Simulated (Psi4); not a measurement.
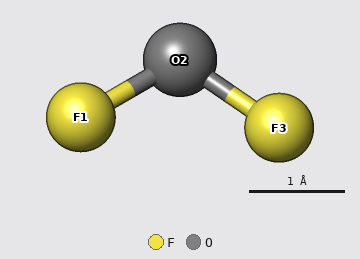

The structure (ball-and-stick view, seen at a tilt; atoms are numbered from 1 in the order of the input). Bond lengths as drawn: F–O 1.30 Å.

**OF$_{2}$ (charge +1): single-point calculation (part 1 of 2)**

The run: single-point calculation of OF$_{2}$, charge +1, multiplicity 2. Method and program: OMP2/cc-pVTZ, UHF (Psi4 1.11).

The geometry comes from this level: PBE0-D4/def2-TZVP.

The input (input.dat)
```
memory 2200 mb

molecule {
  1 2
  F      0.920200    -0.309010     0.473410
  O      0.000640     0.505210     0.055670
  F     -0.920840    -0.196190    -0.529090
  symmetry c1
  no_reorient
  no_com
}

set {
  basis cc-pVTZ
  reference uhf
  puream true
  e_convergence 1e-09
  d_convergence 1e-08
  scf_type pk
  num_frozen_docc 3
  maxiter 100
}

energy('omp2')
```

Run on 1 thread of Intel Xeon @ 2.60GHz (Ice Lake), 24 GiB of memory available, shared host.

Launched with:
```bash
psi4 -i input.dat -o output.dat -n 1
```

Log
```
Psi4 1.11 release

   => Loading Basis Set <=

    Name: CC-PVTZ
    Role: ORBITAL
    Keyword: BASIS

         ---------------------------------------------------------
                                   SCF
                              UHF Reference
                        1 Threads,   2098 MiB Core
         ---------------------------------------------------------

  ==> Geometry <==

    Molecular point group: c1
    Full point group: C1

    Geometry (in Angstrom), charge = 1, multiplicity = 2:

       Center              X                  Y                   Z               Mass
    ------------   -----------------  -----------------  -----------------  -----------------
         F            0.920200000000    -0.309010000000     0.473410000000    18.998403162730
         O            0.000640000000     0.505210000000     0.055670000000    15.994914619570
         F           -0.920840000000    -0.196190000000    -0.529090000000    18.998403162730

  Running in c1 symmetry.

  Rotational constants: A =      2.55962  B =      0.40267  C =      0.34794 [cm^-1]
  Rotational constants: A =  76735.57612  B =  12071.77115  C =  10430.82968 [MHz]
  Nuclear repulsion =   79.155290775448890

  Charge       = 1
  Multiplicity = 2
  Electrons    = 25
  Nalpha       = 13
  Nbeta        = 12

  ==> Algorithm <==

  SCF Algorithm Type is PK.
  DIIS enabled.
  MOM disabled.
  Fractional occupation disabled.
  Guess Type is SAD.
  Energy threshold   = 1.00e-09
  Density threshold  = 1.00e-08
  Integral threshold = 1.00e-12

  ==> Primary Basis <==

  Basis Set: CC-PVTZ
    Blend: CC-PVTZ
    Number of shells: 30
    Number of basis functions: 90
    Number of Cartesian functions: 105
    Spherical Harmonics?: true
    Max angular momentum: 3

  ==> Integral Setup <==

  Using in-core PK algorithm.
   Calculation information:
      Number of atoms:                   3
      Number of AO shells:              30
      Number of primitives:             78
      Number of atomic orbitals:       105
      Number of basis functions:        90

      Integral cutoff                 1.00e-12
      Number of threads:                 1

  Performing in-core PK
  Using 16773120 doubles for integral storage.
  We computed 107963 shell quartets total.
  Whereas there are 108345 unique shell quartets.

  ==> DiskJK: Disk-Based J/K Matrices <==

    J tasked:                  Yes
    K tasked:                  Yes
    wK tasked:                  No
    Memory [MiB]:             1573
    Schwarz Cutoff:          1E-12

  Minimum eigenvalue in the overlap matrix is 6.1326697970E-03.
  Reciprocal condition number of the overlap matrix is 1.5553798891E-03.
    Using symmetric orthogonalization.

  ==> Pre-Iterations <==

  SCF Guess: Superposition of Atomic Densities via on-the-fly atomic UHF (no occupation information).

   -------------------------
    Irrep   Nso     Nmo
   -------------------------
     A         90      90
   -------------------------
    Total      90      90
   -------------------------

  ==> Iterations <==

                        Total Energy        Delta E     RMS |[F,P]|

   @UHF iter SAD:  -273.14179727306248   -2.73142e+02   0.00000e+00
   @UHF iter   1:  -272.86991142167210    2.71886e-01   8.61670e-03 DIIS/ADIIS
   @UHF iter   2:  -273.00822715508099   -1.38316e-01   6.25698e-03 DIIS/ADIIS
   @UHF iter   3:  -273.09551077596063   -8.72836e-02   1.67565e-03 DIIS/ADIIS
   @UHF iter   4:  -273.10442039069409   -8.90961e-03   5.33375e-04 DIIS/ADIIS
   @UHF iter   5:  -273.10841359429469   -3.99320e-03   3.27550e-04 DIIS/ADIIS
   @UHF iter   6:  -273.11092395502482   -2.51036e-03   1.83111e-04 DIIS/ADIIS
   @UHF iter   7:  -273.11179397783849   -8.70023e-04   9.44978e-05 DIIS
   @UHF iter   8:  -273.11197560970447   -1.81632e-04   7.32738e-05 DIIS
   @UHF iter   9:  -273.11216781220475   -1.92203e-04   4.88910e-05 DIIS
   @UHF iter  10:  -273.11228986228645   -1.22050e-04   1.35143e-05 DIIS
   @UHF iter  11:  -273.11229643144713   -6.56916e-06   4.43248e-06 DIIS
   @UHF iter  12:  -273.11229670341794   -2.71971e-07   2.14843e-06 DIIS
   @UHF iter  13:  -273.11229678039314   -7.69752e-08   1.00425e-06 DIIS
   @UHF iter  14:  -273.11229680128486   -2.08917e-08   3.16779e-07 DIIS
   @UHF iter  15:  -273.11229680283287   -1.54802e-09   1.24061e-07 DIIS
   @UHF iter  16:  -273.11229680301079   -1.77920e-10   4.46041e-08 DIIS
   @UHF iter  17:  -273.11229680302966   -1.88720e-11   2.19653e-08 DIIS
   @UHF iter  18:  -273.11229680303398   -4.32010e-12   6.12507e-09 DIIS
  Energy and wave function converged.

  ==> Post-Iterations <==

   @Spin Contamination Metric:   3.941352363E-02
   @S^2 Expected:                7.500000000E-01
   @S^2 Observed:                7.894135236E-01
   @S   Expected:                5.000000000E-01
   @S   Observed:                5.000000000E-01

    Orbital Energies [Eh]
    ---------------------

    Alpha Occupied:

       1A    -26.819397     2A    -26.819371     3A    -21.351995
       4A     -2.279599     5A     -2.067904     6A     -1.718302
       7A     -1.354120     8A     -1.268523     9A     -1.258100
      10A     -1.134077    11A     -1.075518    12A     -1.060698
      13A     -1.037539

    Alpha Virtual:

      14A     -0.188417    15A     -0.134903    16A      0.352499
      17A      0.357152    18A      0.360889    19A      0.530711
      20A      0.577785    21A      0.603803    22A      0.640704
      23A      0.640754    24A      0.670816    25A      0.769995
      26A      1.147419    27A      1.151645    28A      1.159421
      29A      1.273202    30A      1.422347    31A      1.745091
      32A      1.809648    33A      1.842203    34A      1.871485
      35A      1.943531    36A      2.047639    37A      2.150199
      38A      2.322077    39A      2.398936    40A      2.526370
      41A      2.586555    42A      2.741280    43A      3.472209
      44A      3.780767    45A      3.977801    46A      4.481699
      47A      4.528906    48A      4.565553    49A      4.607464
      50A      4.812110    51A      4.813401    52A      4.893429
      53A      5.032717    54A      5.164857    55A      5.185202
      56A      5.250235    57A      5.734711    58A      5.811955
      59A      6.163288    60A      6.238663    61A      6.360904
      62A      6.655131    63A      6.796281    64A      6.941614
      65A      6.946465    66A      6.947651    67A      6.948983
      68A      6.953108    69A      7.000687    70A      7.021938
      71A      7.095699    72A      7.119193    73A      7.503705
      74A      7.505731    75A      7.643177    76A      7.704997
      77A      8.106085    78A      8.319559    79A      8.412187
      80A      8.420382    81A      8.423923    82A      8.439196
      83A      8.856722    84A      8.863996    85A      8.866701
      86A      8.977980    87A      9.551995    88A      9.839353
      89A     11.226180    90A     11.620782

    Beta Occupied:

       1A    -26.816768     2A    -26.816731     3A    -21.296886
       4A     -2.221316     5A     -2.063946     6A     -1.608518
       7A     -1.251280     8A     -1.239807     9A     -1.151013
      10A     -1.074995    11A     -1.061943    12A     -1.043112

    Beta Virtual:

      13A     -0.351110    14A     -0.147743    15A     -0.106604
      16A      0.372120    17A      0.374245    18A      0.442534
      19A      0.539916    20A      0.575515    21A      0.596100
      22A      0.657972    23A      0.666528    24A      0.680068
      25A      0.770771    26A      1.167984    27A      1.202629
      28A      1.215431    29A      1.289176    30A      1.418027
      31A      1.750830    32A      1.836861    33A      1.852877
      34A      1.878367    35A      1.989049    36A      2.060282
      37A      2.146886    38A      2.351664    39A      2.422303
      40A      2.533396    41A      2.595724    42A      2.743836
      43A      3.625499    44A      3.806327    45A      3.991832
      46A      4.510114    47A      4.565914    48A      4.568399
      49A      4.611865    50A      4.841785    51A      4.862221
      52A      4.937989    53A      5.064732    54A      5.214720
      55A      5.223601    56A      5.261205    57A      5.786432
      58A      5.822008    59A      6.269972    60A      6.340764
      61A      6.407604    62A      6.705963    63A      6.817692
      64A      6.945503    65A      6.954236    66A      6.955020
      67A      6.956564    68A      6.958061    69A      7.004193
      70A      7.043212    71A      7.118927    72A      7.123438
      73A      7.503666    74A      7.509594    75A      7.648807
      76A      7.702645    77A      8.100184    78A      8.314292
      79A      8.428006    80A      8.436287    81A      8.438542
      82A      8.453029    83A      8.855346    84A      8.860775
      85A      8.870851    86A      8.969690    87A      9.548053
      88A      9.844695    89A     11.232884    90A     11.639647

    Final Occupation by Irrep:
              A
    DOCC [    12 ]
    SOCC [     1 ]
    NA   [    13 ]
    NB   [    12 ]

  @UHF Final Energy:  -273.11229680303398

   => Energetics <=

    Nuclear Repulsion Energy =             79.1552907754488899
    One-Electron Energy =                -527.6437162393293647
    Two-Electron Energy =                 175.3761286608465184
    Total Energy =                       -273.1122968030339848

  UHF NO Occupations:
  HONO-2 :   11  A 1.9924361
  HONO-1 :   12  A 1.9909015
  HONO-0 :   13  A 1.0000000
  LUNO+0 :   14  A 0.0090985
  LUNO+1 :   15  A 0.0075639
  LUNO+2 :   16  A 0.0016840
  LUNO+3 :   17  A 0.0009312

Computation Completed

Properties will be evaluated at   0.000000,   0.000000,   0.000000 [a0]

Properties computed using the SCF density matrix

 Multipole Moments:

 ------------------------------------------------------------------------------------
     Multipole            Electronic (a.u.)      Nuclear  (a.u.)        Total (a.u.)
 ------------------------------------------------------------------------------------

 L = 1.  Multiply by 2.5417464519 to convert [e a0] to [Debye]
 Dipole X            :          0.0015708           -0.0012094            0.0003614
 Dipole Y            :          1.2421992           -0.9545385            0.2876607
 Dipole Z            :          0.1370624           -0.1053711            0.0316913
 Magnitude           :                                                    0.2894014

 ------------------------------------------------------------------------------------

	total time  =          3 seconds =       0.05 minutes
  Constructing Basis Sets for DFOCC...

   => Loading Basis Set <=

    Name: (CC-PVTZ AUX)
    Role: JKFIT
    Keyword: DF_BASIS_SCF

   => Loading Basis Set <=

    Name: (CC-PVTZ AUX)
    Role: RIFIT
    Keyword: DF_BASIS_CC
```
